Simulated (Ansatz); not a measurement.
**BLYP/cc-pVTZ run of SiS (SMILES [Si-]#[S+])**

What is the energy change on altering one bond length of SiS at BLYP/cc-pVTZ? 

The results are computed with Ansatz 0.2.0.

43 further runs of the same task are left out: 43 set aside as unsound or not needed.

### 1 The molecule

SiS: 2 atoms, total charge 0, spin state singlet. SMILES: `[Si-]#[S+]`. The bond length is the measured one.

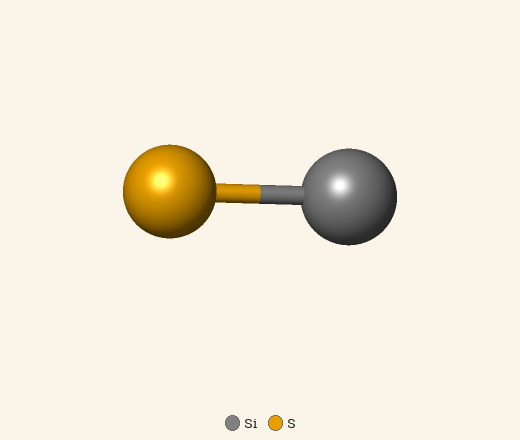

Viewed from a chosen angle; silicon grey, sulfur amber.

### 2 A single-point energy at BLYP/cc-pVTZ

run.yaml reads:

```yaml
crystal:
  periodic: [false, false, false]
  atoms:
    - {symbol: Si, position_ang: [0.000000, 0.000000, 0.000000]}
    - {symbol: S, position_ang: [0.000000, 0.000000, 1.929321]}
basis:
  gaussian:
    orbitals: cc-pVTZ
hamiltonian:
  xc: {name: BLYP}
accuracy: high
output:
  orbitals: {seedname: orbitals}
```

Run with:

```bash
$ ansatz run run.yaml --threads 1 --pin off --max-ram 3480MiB --events-out events.jsonl --progress --plain --runs-dir runs
```

What it wrote:

```text
Warning: RAYON_NUM_THREADS=1 ignored (pool sized by the plan → 1); use --threads N
Functional definition: BLYP
  name "BLYP"
  parameter beta = 0.0042
  parameter a = 0.04918
  parameter b = 0.132
  parameter c = 0.2533
  parameter d = 0.349
  exchange = b88_x(beta = beta)
  correlation = lyp_c(a = a, b = b, c = c, d = d)
939 factors; integrals over basis functions are off by at most 3.3e-9 eV
mean field evaluation 1: about -18711.9036 eV, gradient 2.6e1 eV
mean field evaluation 2: about -18684.7797 eV, gradient 8.7e1 eV
mean field evaluation 4: about -18713.9955 eV, gradient 5.8e0 eV
mean field evaluation 8: about -18714.0979 eV, gradient 4.3e-1 eV
mean field evaluation 16: about -18714.0985 eV, gradient 3.4e-6 eV
mean field -18714.09852795 eV, -687.7304360307 hartree, gradient 3.1e-8 eV, S^2 0.000000; 0 other end points of the search recorded, 0 dependent functions left out
reference -18714.09856217 eV, -687.7304372882 hartree; 15, 15 occupied and 53, 53 virtual orbitals, 939 factors
Total energy: -18714.09856217 eV, -687.7304372882 hartree
```

Run time: 2.3 s. Hardware: 1 thread of Arm Neoverse V1, shared host; peak memory 0.12 GiB.

### 3 The distorted shape, same level

in.yaml reads:

```yaml
crystal:
  periodic: [false, false, false]
  atoms:
    - {symbol: Si, position_ang: [0.000000, 0.000000, -1.543479]}
    - {symbol: S, position_ang: [0.000000, 0.000000, 1.929321]}
basis:
  gaussian:
    orbitals: cc-pVTZ
hamiltonian:
  xc: {name: BLYP}
output:
  orbitals: {seedname: orbitals}
accuracy: high
magnetization:
  spin_polarized: false
  initial_magnetization: 0
```

Run with:

```bash
$ ansatz run in.yaml --threads 1 --pin off --max-ram 3480MiB --events-out events.jsonl --progress --plain --runs-dir runs
```

What it wrote:

```text
Warning: RAYON_NUM_THREADS=1 ignored (pool sized by the plan → 1); use --threads N
[... 9 set-up lines as earlier in the session ...]
861 factors; integrals over basis functions are off by at most 2.9e-9 eV
mean field evaluation 1: about -18690.9342 eV, gradient 4.9e1 eV
mean field evaluation 2: about -18414.4973 eV, gradient 1.9e2 eV
mean field evaluation 4: about -18605.5751 eV, gradient 1.0e2 eV
mean field evaluation 8: about -18708.7873 eV, gradient 2.6e-1 eV
mean field evaluation 16: about -18708.7871 eV, gradient 2.9e-8 eV
mean field evaluation 32: about -18708.7514 eV, gradient 6.8e-1 eV
mean field evaluation 64: about -18708.7871 eV, gradient 1.5e-7 eV
mean field evaluation 96: about -18684.3582 eV, gradient 5.5e1 eV
mean field evaluation 128: about -18707.4969 eV, gradient 1.8e1 eV
mean field evaluation 160: about -18707.8279 eV, gradient 1.1e1 eV
mean field -18708.78706965 eV, -687.5352435383 hartree, gradient 2.9e-8 eV, S^2 0.000000; 7 other end points of the search recorded, 0 dependent functions left out
reference -18708.78710973 eV, -687.5352450111 hartree; 15, 15 occupied and 53, 53 virtual orbitals, 861 factors
Total energy: -18708.78710973 eV, -687.5352450111 hartree
```

Wall time 11 s (1 thread of Arm Neoverse V1, shared host); peak memory 0.12 GiB.

### 4 What came out

At BLYP/cc-pVTZ:

```
                                                          quantity          value
                                         first shape: total energy  -687.73044 Eh
                                          first shape: HOMO energy       -6.74 eV
                                          first shape: LUMO energy       -2.91 eV
                                        first shape: HOMO–LUMO gap        3.83 eV
                                     distorted shape: total energy  -687.53525 Eh
                                      distorted shape: HOMO energy       -5.31 eV
                                      distorted shape: LUMO energy       -4.88 eV
                                    distorted shape: HOMO–LUMO gap        0.43 eV
energy change with the Si1–S2 bond stretched from 1.929 to 3.473 Å       5.311 eV
```

What this shows: One bond (distorted shape) is far stretched, which a spin-restricted single reference describes badly; a broken-symmetry solution may lie lower. With the Si1–S2 bond stretched from 1.929 to 3.473 Å the energy rises by 5.31 eV (512 kJ/mol). The first shape isn't relaxed at this level, so the change isn't measured from a minimum. A restricted reference can't describe the breaking bond well at this length.
